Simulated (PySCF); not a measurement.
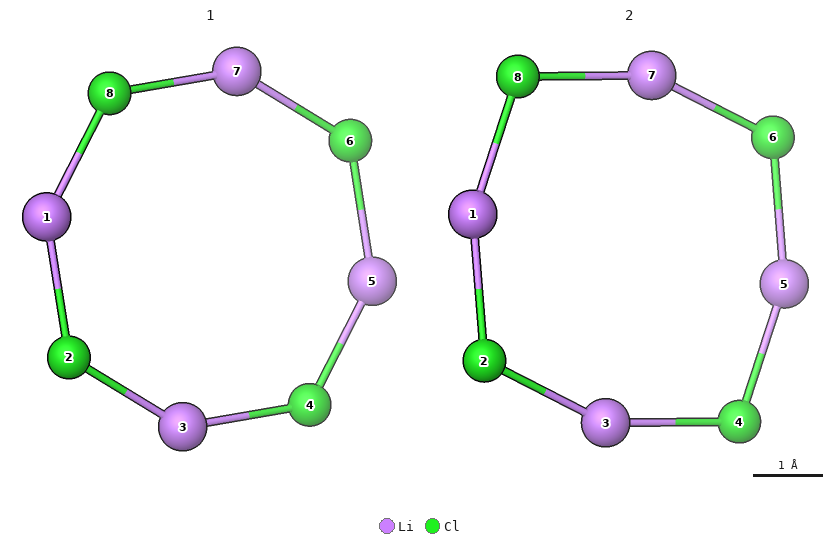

Two geometries of Li$_{4}$Cl$_{4}$, drawn at one scale. One is the start of a relaxation, the other its converged end. The picture is a ball-and-stick view, seen at a tilt.

Theory: PySCF, PBE0-D3(BJ)/def2-SVP geometry optimisation, gas phase. 

### Which of the two is the end point?

Structure 2 is the relaxed one. The start comes from GFN2-xTB. After 9 geometry steps the energy has fallen by 25.9 kJ/mol. The largest force component goes from 0.48 to 0.018 eV/Å. The largest moves after the best rigid fit, 0.30 Å, are those of Cl4 and Cl8. By element the largest moves are Cl 0.30 Å, Li 0.12 Å. Near-neighbour distances that change, for instance: Cl2–Li3 2.089 → 2.160 Å, Li1–Cl2 2.089 → 2.154 Å. Bond angles that change, for instance: Li1–Cl8–Li7 128.6° → 110.9°, Cl4–Li5–Cl6 141.0° → 155.5°, Cl2–Li1–Cl8 141.0° → 155.4°.
